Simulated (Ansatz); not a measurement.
**AlH₃ (singlet): PBE-QIDH, RKS PBE0, RPA-PBE over a scan of the scale of all distances, cc-pVDZ**

How well do these functionals follow the top wave-function level for AlH₃ (singlet) over a scan of the scale of all distances?

The runs use Ansatz 0.2.0, Gaussian basis; cc-pVDZ, all electrons in the functionals, frozen cores in the correlation of double hybrids and RPA.

Plan: PBE-QIDH, RKS PBE0, RPA-PBE, at 0.878; 1.000; 1.106; 1.325; 1.487; 1.721; 2.012; 2.385 (not every functional at every point).

20 further runs of the same task are left out: 10 for a known fault of the program, 8 that didn't finish, 2 set aside as unsound or not needed.

## Step 1: What is computed

The geometry derives from a PBE0/def2-TZVP stationary point (not a proven minimum). All distances are scaled together.

4 atoms, charge 0, spin multiplicity 1.

Atoms are counted from 1 here; the program's logs count them from 0.

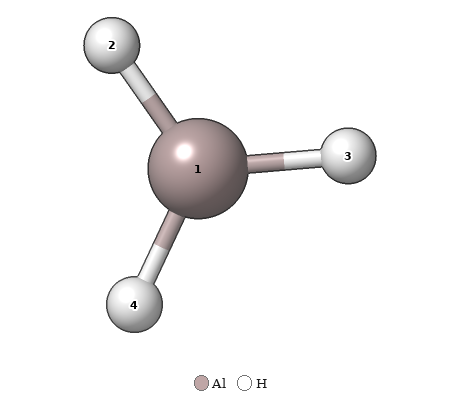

The geometry (aluminium light grey, hydrogen white); atoms are numbered from 1 in the order of the file.

No dispersion term is added.

The geometry shown and the zero of energy belong to the point 1.000. The yardstick, FCI, and other wave-function levels (R restricted, U unrestricted, valence and pair active spaces) come from earlier runs.

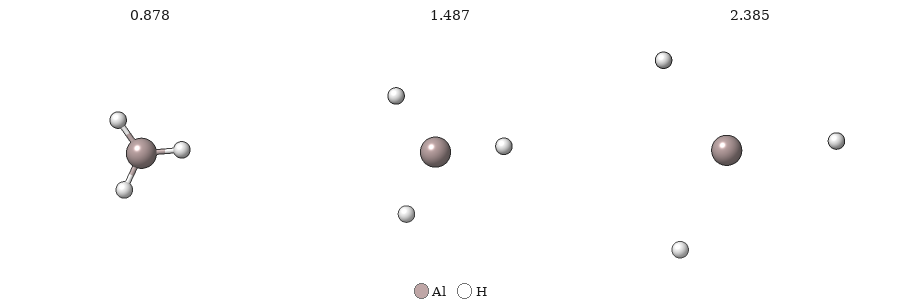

Three points of the scan; sticks are drawn by distance.

## Step 2: PBE-QIDH, 0.878

in.yaml

```yaml
crystal:
  periodic: [false, false, false]
  atoms:
    - {symbol: Al, position_ang: [0.000000, 0.000000, 0.000000]}
    - {symbol: H, position_ang: [1.392311, 0.013215, -0.000073]}
    - {symbol: H, position_ang: [-0.707600, 1.199167, -0.002450]}
    - {symbol: H, position_ang: [-0.684711, -1.212382, 0.002522]}
basis:
  gaussian: {orbitals: cc-pVDZ}
hamiltonian: {xc: {name: PBE-QIDH}}
correlation: {electrons: outside_noble_gas}
```

The run is started by

```bash
ansatz run in.yaml --threads 1 --pin off --events-out ev --progress --plain --max-ram 2393MiB
```

The log of the run:

```text
Functional definition: PBE-QIDH
  name "PBE-QIDH"
  cite "Brémond, Sancho-García, Pérez-Jiménez & Adamo, J. Chem. Phys. 141, 031101 (2014) doi:10.1063/1.4890314"
  cite "Perdew, Burke & Ernzerhof, Phys. Rev. Lett. 77, 3865 (1996) doi:10.1103/PhysRevLett.77.3865"
  parameter a = 3^(-1/3)
  parameter c = 1/3
  exchange = (1 - a)*pbe_x + a*exact_x
  correlation = (1 - c)*pbe_c + c*(mp2_os + mp2_ss)
308 factors; integrals over basis functions are off by at most 1.1e-3 eV
mean field evaluation 1: about -6636.9534 eV, gradient 6.1e0 eV
mean field evaluation 2: about -6636.9539 eV, gradient 6.1e0 eV
mean field evaluation 4: about -6637.1041 eV, gradient 8.9e-2 eV
mean field evaluation 8: about -6637.1041 eV, gradient 6.1e-5 eV
mean field -6637.10411051 eV, -243.9090772705 hartree, gradient 3.7e-6 eV, S^2 0.000000; 0 other end points of the search recorded, 0 dependent functions left out
5 core orbitals not correlated: weight in the atoms' cores, before any rotation towards them, 1.000 or more for the frozen orbitals, at most 0.000 for the correlated occupied ones
reference -6637.10412224 eV, -243.9090777015 hartree; 3, 3 occupied and 25, 25 virtual orbitals, 308 factors
second order -2.40509161 eV of doubles, -0.00000000 eV of singles
Total energy: -6637.90581944 eV, -243.9385395304 hartree
```

Run time: 0.57 s. Hardware: 1 thread of Arm Neoverse V1, shared host.

## Step 3: PBE-QIDH, 1.000

in.yaml

```yaml
crystal:
  periodic: [false, false, false]
  atoms:
    - {symbol: Al, position_ang: [0.000000, 0.000000, 0.000000]}
    - {symbol: H, position_ang: [1.585776, 0.015051, -0.000083]}
    - {symbol: H, position_ang: [-0.805923, 1.365794, -0.002790]}
    - {symbol: H, position_ang: [-0.779853, -1.380845, 0.002873]}
basis:
  gaussian: {orbitals: cc-pVDZ}
hamiltonian: {xc: {name: PBE-QIDH}}
correlation: {electrons: outside_noble_gas}
```

The command is unchanged.

The log of the run:

```text
Functional definition: PBE-QIDH
  name "PBE-QIDH"
  cite "Brémond, Sancho-García, Pérez-Jiménez & Adamo, J. Chem. Phys. 141, 031101 (2014) doi:10.1063/1.4890314"
  cite "Perdew, Burke & Ernzerhof, Phys. Rev. Lett. 77, 3865 (1996) doi:10.1103/PhysRevLett.77.3865"
  parameter a = 3^(-1/3)
  parameter c = 1/3
  exchange = (1 - a)*pbe_x + a*exact_x
  correlation = (1 - c)*pbe_c + c*(mp2_os + mp2_ss)
308 factors; integrals over basis functions are off by at most 1.0e-3 eV
mean field evaluation 1: about -6637.9437 eV, gradient 6.1e0 eV
mean field evaluation 2: about -6637.9433 eV, gradient 6.1e0 eV
mean field evaluation 4: about -6638.1250 eV, gradient 1.7e-1 eV
mean field evaluation 8: about -6638.1251 eV, gradient 2.8e-4 eV
mean field -6638.12508490 eV, -243.9465973873 hartree, gradient 1.3e-6 eV, S^2 0.000000; 0 other end points of the search recorded, 0 dependent functions left out
5 core orbitals not correlated: weight in the atoms' cores, before any rotation towards them, 1.000 or more for the frozen orbitals, at most 0.000 for the correlated occupied ones
reference -6638.12509651 eV, -243.9465978141 hartree; 3, 3 occupied and 25, 25 virtual orbitals, 308 factors
second order -2.38882253 eV of doubles, -0.00000000 eV of singles
Total energy: -6638.92137069 eV, -243.9758603503 hartree
```

Run time: 0.57 s. Hardware: 1 thread of Arm Neoverse V1, shared host.

## Step 4: PBE-QIDH, 1.106

in.yaml

```yaml
crystal:
  periodic: [false, false, false]
  atoms:
    - {symbol: Al, position_ang: [0.000000, 0.000000, 0.000000]}
    - {symbol: H, position_ang: [1.753868, 0.016646, -0.000092]}
    - {symbol: H, position_ang: [-0.891351, 1.510568, -0.003086]}
    - {symbol: H, position_ang: [-0.862518, -1.527215, 0.003178]}
basis:
  gaussian: {orbitals: cc-pVDZ}
hamiltonian: {xc: {name: PBE-QIDH}}
correlation: {electrons: outside_noble_gas}
```

Launched as before.

The log of the run:

```text
Functional definition: PBE-QIDH
  name "PBE-QIDH"
  cite "Brémond, Sancho-García, Pérez-Jiménez & Adamo, J. Chem. Phys. 141, 031101 (2014) doi:10.1063/1.4890314"
  cite "Perdew, Burke & Ernzerhof, Phys. Rev. Lett. 77, 3865 (1996) doi:10.1103/PhysRevLett.77.3865"
  parameter a = 3^(-1/3)
  parameter c = 1/3
  exchange = (1 - a)*pbe_x + a*exact_x
  correlation = (1 - c)*pbe_c + c*(mp2_os + mp2_ss)
308 factors; integrals over basis functions are off by at most 1.2e-3 eV
mean field evaluation 1: about -6637.3970 eV, gradient 6.4e0 eV
mean field evaluation 2: about -6637.3956 eV, gradient 6.4e0 eV
mean field evaluation 4: about -6637.6252 eV, gradient 2.8e-1 eV
mean field evaluation 8: about -6637.6254 eV, gradient 4.5e-4 eV
mean field -6637.62543674 eV, -243.9282356559 hartree, gradient 1.9e-6 eV, S^2 0.000000; 0 other end points of the search recorded, 0 dependent functions left out
5 core orbitals not correlated: weight in the atoms' cores, before any rotation towards them, 1.000 or more for the frozen orbitals, at most 0.000 for the correlated occupied ones
reference -6637.62544827 eV, -243.9282360797 hartree; 3, 3 occupied and 25, 25 virtual orbitals, 308 factors
second order -2.42507919 eV of doubles, -0.00000000 eV of singles
Total energy: -6638.43380800 eV, -243.9579427518 hartree
```

Run time: 0.57 s. Hardware: 1 thread of Arm Neoverse V1, shared host.

From 1.000: +11.2 kcal/mol.

## Step 5: PBE-QIDH, 1.325

in.yaml

```yaml
crystal:
  periodic: [false, false, false]
  atoms:
    - {symbol: Al, position_ang: [0.000000, 0.000000, 0.000000]}
    - {symbol: H, position_ang: [2.101153, 0.019943, -0.000110]}
    - {symbol: H, position_ang: [-1.067848, 1.809677, -0.003697]}
    - {symbol: H, position_ang: [-1.033306, -1.829620, 0.003807]}
basis:
  gaussian: {orbitals: cc-pVDZ}
hamiltonian: {xc: {name: PBE-QIDH}}
correlation: {electrons: outside_noble_gas}
```

The command is unchanged.

The log of the run:

```text
Functional definition: PBE-QIDH
  name "PBE-QIDH"
  cite "Brémond, Sancho-García, Pérez-Jiménez & Adamo, J. Chem. Phys. 141, 031101 (2014) doi:10.1063/1.4890314"
  cite "Perdew, Burke & Ernzerhof, Phys. Rev. Lett. 77, 3865 (1996) doi:10.1103/PhysRevLett.77.3865"
  parameter a = 3^(-1/3)
  parameter c = 1/3
  exchange = (1 - a)*pbe_x + a*exact_x
  correlation = (1 - c)*pbe_c + c*(mp2_os + mp2_ss)
308 factors; integrals over basis functions are off by at most 1.6e-3 eV
mean field evaluation 1: about -6634.5515 eV, gradient 7.2e0 eV
mean field evaluation 2: about -6634.5499 eV, gradient 7.2e0 eV
mean field evaluation 4: about -6634.9231 eV, gradient 5.5e-1 eV
mean field evaluation 8: about -6634.9259 eV, gradient 6.9e-4 eV
mean field -6634.92590055 eV, -243.8290295309 hartree, gradient 2.9e-6 eV, S^2 0.000000; 0 other end points of the search recorded, 0 dependent functions left out
5 core orbitals not correlated: weight in the atoms' cores, before any rotation towards them, 1.000 or more for the frozen orbitals, at most 0.000 for the correlated occupied ones
reference -6634.92591195 eV, -243.8290299500 hartree; 3, 3 occupied and 25, 25 virtual orbitals, 308 factors
second order -2.65987629 eV of doubles, -0.00000000 eV of singles
Total energy: -6635.81253739 eV, -243.8616128336 hartree
```

It took 0.54 s on 1 thread of Arm Neoverse V1, shared host.

From 1.000: +71.7 kcal/mol.

## Step 6: PBE-QIDH, 1.487

in.yaml

```yaml
crystal:
  periodic: [false, false, false]
  atoms:
    - {symbol: Al, position_ang: [0.000000, 0.000000, 0.000000]}
    - {symbol: H, position_ang: [2.358049, 0.022381, -0.000123]}
    - {symbol: H, position_ang: [-1.198407, 2.030936, -0.004149]}
    - {symbol: H, position_ang: [-1.159642, -2.053316, 0.004272]}
basis:
  gaussian: {orbitals: cc-pVDZ}
magnetization: {spin_polarized: true, initial_magnetization: 0}
hamiltonian: {xc: {name: PBE-QIDH}}
correlation: {electrons: outside_noble_gas}
```

The command is unchanged.

The log of the run:

```text
Functional definition: PBE-QIDH
  name "PBE-QIDH"
  cite "Brémond, Sancho-García, Pérez-Jiménez & Adamo, J. Chem. Phys. 141, 031101 (2014) doi:10.1063/1.4890314"
  cite "Perdew, Burke & Ernzerhof, Phys. Rev. Lett. 77, 3865 (1996) doi:10.1103/PhysRevLett.77.3865"
  parameter a = 3^(-1/3)
  parameter c = 1/3
  exchange = (1 - a)*pbe_x + a*exact_x
  correlation = (1 - c)*pbe_c + c*(mp2_os + mp2_ss)
308 factors; integrals over basis functions are off by at most 1.3e-3 eV
mean field evaluation 1: about -6632.0843 eV, gradient 5.5e0 eV
mean field evaluation 2: about -6632.0831 eV, gradient 5.5e0 eV
mean field evaluation 4: about -6632.5789 eV, gradient 5.1e-1 eV
mean field evaluation 8: about -6632.5857 eV, gradient 6.4e-4 eV
mean field evaluation 16: about -6632.7072 eV, gradient 2.8e-1 eV
mean field evaluation 32: about -6632.7177 eV, gradient 1.5e-1 eV
mean field evaluation 64: about -6632.7196 eV, gradient 2.9e-2 eV
mean field -6632.71986315 eV, -243.7479591516 hartree, gradient 1.9e-6 eV, S^2 0.562641; 7 other end points of the search recorded, 0 dependent functions left out
5 core orbitals not correlated: weight in the atoms' cores, before any rotation towards them, 1.000 or more for the frozen orbitals, at most 0.000 for the correlated occupied ones
reference -6632.71987494 eV, -243.7479595852 hartree; 3, 3 occupied and 25, 25 virtual orbitals, 308 factors
second order -2.26152500 eV of doubles, -0.00000000 eV of singles
Total energy: -6633.47371661 eV, -243.7756627556 hartree
```

Wall time 3.3 s (1 thread of Arm Neoverse V1, shared host).

From the report: ⟨S²⟩ of the determinant 0.563 (pure singlet: 0.00). The determinant is far from a pure spin state, so its energy mixes those of several spin states (harmless only where they are near-degenerate, as at dissociation).

From 1.000: +125.6 kcal/mol.

## Step 7: PBE-QIDH, 1.721

in.yaml

```yaml
crystal:
  periodic: [false, false, false]
  atoms:
    - {symbol: Al, position_ang: [0.000000, 0.000000, 0.000000]}
    - {symbol: H, position_ang: [2.729121, 0.025903, -0.000143]}
    - {symbol: H, position_ang: [-1.386993, 2.350531, -0.004802]}
    - {symbol: H, position_ang: [-1.342128, -2.376434, 0.004944]}
basis:
  gaussian: {orbitals: cc-pVDZ}
magnetization: {spin_polarized: true, initial_magnetization: 0}
hamiltonian: {xc: {name: PBE-QIDH}}
correlation: {electrons: outside_noble_gas}
```

Launched as before.

The log of the run:

```text
Functional definition: PBE-QIDH
  name "PBE-QIDH"
  cite "Brémond, Sancho-García, Pérez-Jiménez & Adamo, J. Chem. Phys. 141, 031101 (2014) doi:10.1063/1.4890314"
  cite "Perdew, Burke & Ernzerhof, Phys. Rev. Lett. 77, 3865 (1996) doi:10.1103/PhysRevLett.77.3865"
  parameter a = 3^(-1/3)
  parameter c = 1/3
  exchange = (1 - a)*pbe_x + a*exact_x
  correlation = (1 - c)*pbe_c + c*(mp2_os + mp2_ss)
308 factors; integrals over basis functions are off by at most 1.0e-3 eV
mean field evaluation 1: about -6628.9238 eV, gradient 5.6e0 eV
mean field evaluation 2: about -6628.9232 eV, gradient 5.6e0 eV
mean field evaluation 4: about -6629.5541 eV, gradient 5.7e-1 eV
mean field evaluation 8: about -6629.5676 eV, gradient 1.1e-3 eV
mean field evaluation 16: about -6629.8117 eV, gradient 1.6e0 eV
mean field evaluation 32: about -6631.0883 eV, gradient 1.5e-2 eV
mean field evaluation 64: about -6631.0883 eV, gradient 3.0e-3 eV
mean field evaluation 96: about -6631.0845 eV, gradient 2.7e-1 eV
mean field -6631.08834518 eV, -243.6880019723 hartree, gradient 2.7e-6 eV, S^2 1.351991; 12 other end points of the search recorded, 0 dependent functions left out
5 core orbitals not correlated: weight in the atoms' cores, before any rotation towards them, 1.000 or more for the frozen orbitals, at most 0.000 for the correlated occupied ones
reference -6631.08835861 eV, -243.6880024659 hartree; 3, 3 occupied and 25, 25 virtual orbitals, 308 factors
second order -1.47900566 eV of doubles, -0.00000000 eV of singles
Total energy: -6631.58136050 eV, -243.7061199511 hartree
```

Wall time 3.2 s (1 thread of Arm Neoverse V1, shared host).

From the report: ⟨S²⟩ of the determinant 1.352 (pure singlet: 0.00). The determinant is far from a pure spin state, so its energy mixes those of several spin states (harmless only where they are near-degenerate, as at dissociation).

From 1.000: +169.3 kcal/mol.

## Step 8: PBE-QIDH, 2.012

in.yaml

```yaml
crystal:
  periodic: [false, false, false]
  atoms:
    - {symbol: Al, position_ang: [0.000000, 0.000000, 0.000000]}
    - {symbol: H, position_ang: [3.190581, 0.030283, -0.000167]}
    - {symbol: H, position_ang: [-1.621517, 2.747977, -0.005613]}
    - {symbol: H, position_ang: [-1.569065, -2.778260, 0.005780]}
basis:
  gaussian: {orbitals: cc-pVDZ}
magnetization: {spin_polarized: true, initial_magnetization: 0}
hamiltonian: {xc: {name: PBE-QIDH}}
correlation: {electrons: outside_noble_gas}
```

Same command.

The log of the run:

```text
Functional definition: PBE-QIDH
  name "PBE-QIDH"
  cite "Brémond, Sancho-García, Pérez-Jiménez & Adamo, J. Chem. Phys. 141, 031101 (2014) doi:10.1063/1.4890314"
  cite "Perdew, Burke & Ernzerhof, Phys. Rev. Lett. 77, 3865 (1996) doi:10.1103/PhysRevLett.77.3865"
  parameter a = 3^(-1/3)
  parameter c = 1/3
  exchange = (1 - a)*pbe_x + a*exact_x
  correlation = (1 - c)*pbe_c + c*(mp2_os + mp2_ss)
308 factors; integrals over basis functions are off by at most 5.2e-4 eV
mean field evaluation 1: about -6626.1890 eV, gradient 5.4e0 eV
mean field evaluation 2: about -6626.1889 eV, gradient 5.4e0 eV
mean field evaluation 4: about -6626.8805 eV, gradient 4.2e-1 eV
mean field evaluation 8: about -6626.8913 eV, gradient 1.8e-2 eV
mean field evaluation 16: about -6627.2912 eV, gradient 2.6e0 eV
mean field evaluation 32: about -6630.3361 eV, gradient 9.3e-4 eV
mean field evaluation 64: about -6630.3361 eV, gradient 1.9e-3 eV
mean field evaluation 96: about -6630.3331 eV, gradient 2.8e-1 eV
mean field -6630.33612383 eV, -243.6603583475 hartree, gradient 7.5e-6 eV, S^2 1.691499; 13 other end points of the search recorded, 0 dependent functions left out
5 core orbitals not correlated: weight in the atoms' cores, before any rotation towards them, 1.000 or more for the frozen orbitals, at most 0.000 for the correlated occupied ones
reference -6630.33613880 eV, -243.6603588975 hartree; 3, 3 occupied and 25, 25 virtual orbitals, 308 factors
second order -1.20238044 eV of doubles, -0.00000000 eV of singles
Total energy: -6630.73693228 eV, -243.6750877862 hartree
```

It took 3.3 s on 1 thread of Arm Neoverse V1, shared host.

From the report: ⟨S²⟩ of the determinant 1.691 (pure singlet: 0.00). The determinant is far from a pure spin state, so its energy mixes those of several spin states (harmless only where they are near-degenerate, as at dissociation).

From 1.000: +188.7 kcal/mol.

## Step 9: PBE-QIDH, 2.385

in.yaml

```yaml
crystal:
  periodic: [false, false, false]
  atoms:
    - {symbol: Al, position_ang: [0.000000, 0.000000, 0.000000]}
    - {symbol: H, position_ang: [3.782076, 0.035897, -0.000198]}
    - {symbol: H, position_ang: [-1.922126, 3.257419, -0.006654]}
    - {symbol: H, position_ang: [-1.859950, -3.293315, 0.006852]}
basis:
  gaussian: {orbitals: cc-pVDZ}
magnetization: {spin_polarized: true, initial_magnetization: 0}
hamiltonian: {xc: {name: PBE-QIDH}}
correlation: {electrons: outside_noble_gas}
```

Launched as before.

The log of the run:

```text
Functional definition: PBE-QIDH
  name "PBE-QIDH"
  cite "Brémond, Sancho-García, Pérez-Jiménez & Adamo, J. Chem. Phys. 141, 031101 (2014) doi:10.1063/1.4890314"
  cite "Perdew, Burke & Ernzerhof, Phys. Rev. Lett. 77, 3865 (1996) doi:10.1103/PhysRevLett.77.3865"
  parameter a = 3^(-1/3)
  parameter c = 1/3
  exchange = (1 - a)*pbe_x + a*exact_x
  correlation = (1 - c)*pbe_c + c*(mp2_os + mp2_ss)
314 factors; integrals over basis functions are off by at most 3.8e-4 eV
mean field evaluation 1: about -6624.2745 eV, gradient 5.1e0 eV
mean field evaluation 2: about -6624.2746 eV, gradient 5.1e0 eV
mean field evaluation 4: about -6624.9789 eV, gradient 2.5e-1 eV
mean field evaluation 8: about -6624.9816 eV, gradient 1.2e-2 eV
mean field evaluation 16: about -6624.9816 eV, gradient 8.2e-6 eV
mean field evaluation 32: about -6627.4816 eV, gradient 4.1e0 eV
mean field evaluation 64: about -6630.0168 eV, gradient 7.8e-2 eV
mean field evaluation 96: about -6630.0166 eV, gradient 1.5e-1 eV
mean field -6630.01725949 eV, -243.6486402991 hartree, gradient 1.6e-6 eV, S^2 1.911902; 11 other end points of the search recorded, 0 dependent functions left out
5 core orbitals not correlated: weight in the atoms' cores, before any rotation towards them, 1.000 or more for the frozen orbitals, at most 0.000 for the correlated occupied ones
reference -6630.01727635 eV, -243.6486409186 hartree; 3, 3 occupied and 25, 25 virtual orbitals, 314 factors
second order -1.05700479 eV of doubles, -0.00000000 eV of singles
Total energy: -6630.36961128 eV, -243.6615889884 hartree
```

Wall time 3.7 s (1 thread of Arm Neoverse V1, shared host).

From the report: ⟨S²⟩ of the determinant 1.912 (pure singlet: 0.00). The determinant is far from a pure spin state, so its energy mixes those of several spin states (harmless only where they are near-degenerate, as at dissociation).

From 1.000: +197.2 kcal/mol.

## Step 10: RKS PBE0, 1.487

in.yaml

```yaml
crystal:
  periodic: [false, false, false]
  atoms:
    - {symbol: Al, position_ang: [0.000000, 0.000000, 0.000000]}
    - {symbol: H, position_ang: [2.358049, 0.022381, -0.000123]}
    - {symbol: H, position_ang: [-1.198407, 2.030936, -0.004149]}
    - {symbol: H, position_ang: [-1.159642, -2.053316, 0.004272]}
basis:
  gaussian: {orbitals: cc-pVDZ}
hamiltonian: {xc: {name: PBE0}}
```

Launched as before.

The log of the run:

```text
Functional definition: PBE0
  name "PBE0"
  cite "Adamo & Barone, J. Chem. Phys. 110, 6158 (1999) doi:10.1063/1.478522"
  cite "Perdew, Burke & Ernzerhof, Phys. Rev. Lett. 77, 3865 (1996) doi:10.1103/PhysRevLett.77.3865"
  parent pbe
  parameter a = 0.25
  parameter kappa = 0.804
  parameter beta = 0.06672455060314922
  exchange = (1 - a)*pbe_x(kappa = kappa, mu = beta*pi^2/3) + a*exact_x
  correlation = pbe_c(beta = beta)
308 factors; integrals over basis functions are off by at most 1.3e-3 eV
mean field evaluation 1: about -6635.8431 eV, gradient 1.0e1 eV
mean field evaluation 2: about -6635.8466 eV, gradient 1.0e1 eV
mean field evaluation 4: about -6636.5372 eV, gradient 3.0e-1 eV
mean field evaluation 8: about -6636.5344 eV, gradient 3.1e-3 eV
mean field -6636.53440418 eV, -243.8881409489 hartree, gradient 2.4e-5 eV, S^2 0.000000; 0 other end points of the search recorded, 0 dependent functions left out
reference -6636.53443249 eV, -243.8881419893 hartree; 8, 8 occupied and 25, 25 virtual orbitals, 308 factors
Total energy: -6636.53443249 eV, -243.8881419893 hartree
```

Run time: 0.39 s. Hardware: 1 thread of Arm Neoverse V1, shared host.

## Step 11: RKS PBE0, 1.721

in.yaml

```yaml
crystal:
  periodic: [false, false, false]
  atoms:
    - {symbol: Al, position_ang: [0.000000, 0.000000, 0.000000]}
    - {symbol: H, position_ang: [2.729121, 0.025903, -0.000143]}
    - {symbol: H, position_ang: [-1.386993, 2.350531, -0.004802]}
    - {symbol: H, position_ang: [-1.342128, -2.376434, 0.004944]}
basis:
  gaussian: {orbitals: cc-pVDZ}
hamiltonian: {xc: {name: PBE0}}
```

The command is unchanged.

The log of the run:

```text
Functional definition: PBE0
  name "PBE0"
  cite "Adamo & Barone, J. Chem. Phys. 110, 6158 (1999) doi:10.1063/1.478522"
  cite "Perdew, Burke & Ernzerhof, Phys. Rev. Lett. 77, 3865 (1996) doi:10.1103/PhysRevLett.77.3865"
  parent pbe
  parameter a = 0.25
  parameter kappa = 0.804
  parameter beta = 0.06672455060314922
  exchange = (1 - a)*pbe_x(kappa = kappa, mu = beta*pi^2/3) + a*exact_x
  correlation = pbe_c(beta = beta)
308 factors; integrals over basis functions are off by at most 1.0e-3 eV
mean field evaluation 1: about -6633.0118 eV, gradient 1.1e1 eV
mean field evaluation 2: about -6632.3552 eV, gradient 1.5e1 eV
mean field evaluation 4: about -6633.9924 eV, gradient 2.1e-1 eV
mean field evaluation 8: about -6633.9907 eV, gradient 1.2e-2 eV
mean field -6633.99070467 eV, -243.7946617163 hartree, gradient 1.9e-5 eV, S^2 0.000000; 0 other end points of the search recorded, 0 dependent functions left out
reference -6633.99073437 eV, -243.7946628078 hartree; 8, 8 occupied and 25, 25 virtual orbitals, 308 factors
Total energy: -6633.99073437 eV, -243.7946628078 hartree
```

Wall time 0.39 s (1 thread of Arm Neoverse V1, shared host).

[end of part 1 of 2]
